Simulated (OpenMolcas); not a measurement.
Multiconfigurational calculation for Ti³⁺ complex

Ti³⁺ with 6 ligands (Cl; octahedron, 2.551 Å), embedded in Cs2NaYCl6 by model potentials and point charges, whose field is part of the energies. Computed at this level: state-averaged SS-CASPT2, IPEA shift 0.25, imaginary shift 0.1 hartree, closed shells 3s 3p of the metal and the valence shells of the ligands correlated, active space 1 electron in the shell 3d, basis ANO-RCC-VDZP on the metal and ANO-RCC-VDZP on the ligands, DKH2 scalar Hamiltonian, spin-orbit coupling by RASSI with atomic mean-field integrals (OpenMolcas).

### Log (extracts)
```
--- CASPT2 ---
Orbital specifications:
      -----------------------

      Symmetry species                           1   2
                                                ag  au
      Frozen orbitals                           17  18
      Inactive orbitals                         13  15
      Active orbitals                            5   0
      Secondary orbitals                        46  52
      Deleted orbitals                           0   0
      Number of basis functions                 81  85
Type of calculation                        SS-CASPT2
      Fock operator                              state-specific
      IPEA shift                                 0.25
      Real shift                                 0.00
      Imaginary shift                            0.10
      The input orbitals will be transformed to quasi-canonical
Reference energy:       -3619.4855059347
      E2 (Non-variational):      -1.2018398669
      Shift correction:          -0.0019971744
      E2 (Variational):          -1.2038370412
      Total energy:           -3620.6893429759
      Residual norm:              0.0000007947
      Reference weight:           0.68306
      Contributions to the CASPT2 correlation energy
      Active & Virtual Only:          0.0000000009
      One Inactive Excited:          -0.0563024883
      Two Inactive Excited:          -1.1455373794
Reference energy:       -3619.4855059347
      E2 (Non-variational):      -1.2018359740
      Shift correction:          -0.0019971454
      E2 (Variational):          -1.2038331194
      Total energy:           -3620.6893390541
      Residual norm:              0.0000007948
      Reference weight:           0.68306
      Contributions to the CASPT2 correlation energy
      Active & Virtual Only:          0.0000000009
      One Inactive Excited:          -0.0563024628
      Two Inactive Excited:          -1.1455335121
::    CASPT2 Root  1     Total energy:  -3620.68934298
::    CASPT2 Root  2     Total energy:  -3620.68933905
::    CASPT2 Root  3     Total energy:  -3620.68856733
::    CASPT2 Root  4     Total energy:  -3620.64073925
::    CASPT2 Root  5     Total energy:  -3620.64068292
```

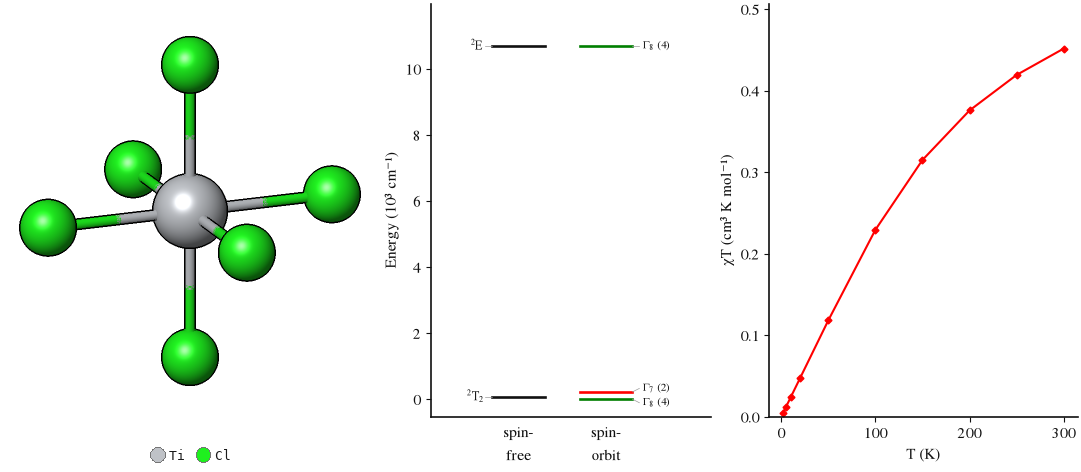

Ti³⁺ (3d) as a dopant in Cs₂NaYCl₆, a cluster with its 6 nearest Cl⁻ at 2.551 Å (octahedron) embedded in model potentials and point charges; the geometry was set, not optimised, and its levels and susceptibility. Labels give the representation in O, Td, D4 or D3 as the site allows (double group for half-integer spin) where it could be assigned and, in brackets, the degeneracy; spin-free states, where drawn, share the zero of the spin-orbit levels. Powder susceptibility by Van Vleck's formula. The ground level is Γ₈, 4-fold degenerate, 100 % from states of spin multiplicity 2. The next level lies at 218 cm⁻¹ (Γ₇). The lowest spin-free state is ²T₂; of the same spin there follows at 10,600 cm⁻¹ (²E) above it. A ligand-field fit to the spin-free states gives |10Dq| = 10,600 cm⁻¹. χT is 0.00500 cm³ K mol⁻¹ at 2 K and 0.452 at 300 K, an effective moment of 1.90 μB.

### Input file
```
&GATEWAY
Basis set
Ti.ANO-RCC-VDZP.
Ti1 0.0 0.0 0.0 Angstrom
End of basis
Basis set
Cl.ANO-RCC-VDZP.
L1 2.551000 0.000000 0.000000 Angstrom
L2 0.000000 2.551000 0.000000 Angstrom
L3 0.000000 0.000000 2.551000 Angstrom
End of basis
Basis set
Na.EMB-AIMP.Al-Abdalla.7s4p.1s1p.ECP.Cs2NaYCl6.
PseudoCharge
* 3 symmetry-unique lattice sites within 7.6 angstrom
End of basis
Basis set
Cs.EMB-AIMP.Al-Abdalla.0s.0s.ECP.Cs2NaYCl6.
PseudoCharge
* 4 symmetry-unique lattice sites within 7.6 angstrom
End of basis
Basis set
Cl.EMB-AIMP.Al-Abdalla.0s.0s.ECP.Cs2NaYCl6.
PseudoCharge
* 12 symmetry-unique lattice sites within 7.6 angstrom
End of basis
Basis set
Y.EMB-AIMP.Al-Abdalla.0s.0s.ECP.Cs2NaYCl6.
PseudoCharge
* 6 symmetry-unique lattice sites within 7.6 angstrom
End of basis
Symmetry
XYZ
AngMom=0.0 0.0 0.0
AMFI
RICD
XField
1564 Angstrom 0
* Evjen-weighted lattice charges
&SEWARD
&RASSCF
FileOrb=start.orb
Symmetry=1
Spin=2
nActEl=1 0 0
Inactive=30 33
Ras2=5 0
CIRoot=5 5 1
SDav=5
CIMx=300
Iter=150 100
PrWF=0.3
OrbListing=Nothing
MaxOrb=0
LevShft=1.0
>>> COPY $Project.JobIph JOB001
&RASSI
NrOfJobIphs=1 5
1 2 3 4 5
IphNames
JOB001
EJob
SpinOrbit
DIPRint=1.0
SOCoupling=1000.0
Subsets=2
Property=9
'ANGMOM' 1 'ANGMOM' 2 'ANGMOM' 3 'MLTPL  1' 1 'MLTPL  1' 2 'MLTPL  1' 3
'AMFI' 1 'AMFI' 2 'AMFI' 3
SOProperty=3
'ANGMOM' 1 'ANGMOM' 2 'ANGMOM' 3
>>> COPY JOB001 $Project.JobIph
&CASPT2
Multistate=5 1 2 3 4 5
NoMult
Frozen=17 18
IPEA=0.25
Imaginary=0.1
MaxIter=60
WThr=0.0 0.3 0.05
PrWF=0.5
NoMix
```

The file start.orb holds starting orbitals from an earlier step. A driver script formed the levels outside the program, from RASSI's spin-orbit matrix and the CASPT2 energies (for multi-state variants, the effective Hamiltonian), averaged over the components of each term or state. The log and the time are those of the CASPT2 step.

Launched with:
```bash
OMP_NUM_THREADS=1 MOLCAS_MEM=2457 MOLCAS_PROJECT=a pymolcas a.inp > a.log  # once for each step of the input, in one work folder
```

### Key numbers

```
                                 quantity                                                                 value
                                  outcome                                                             converged
      energy of the lowest spin-free term                                                   −3620.68908 hartree
    energy of the lowest spin-orbit level                                                   −3620.68942 hartree
                CASPT2 correlation energy                                                       −1.2036 hartree
largest spread among components of a term                                                            170.2 cm⁻¹
                  lowest reference weight                                                                 0.683
                                 hardware  1 thread of Arm Neoverse V1, 24 GiB of memory available, shared host
                                wall time                                                                  18 s
                              peak memory                                                              0.18 GiB
```

### Notes

The components of ²T2, which symmetry makes degenerate, are split by 170 cm⁻¹ in CASPT2. This is an artefact; the levels of such states rest on averages and are uncertain by about as much. Limits: the geometry is set by hand, with no relaxation.
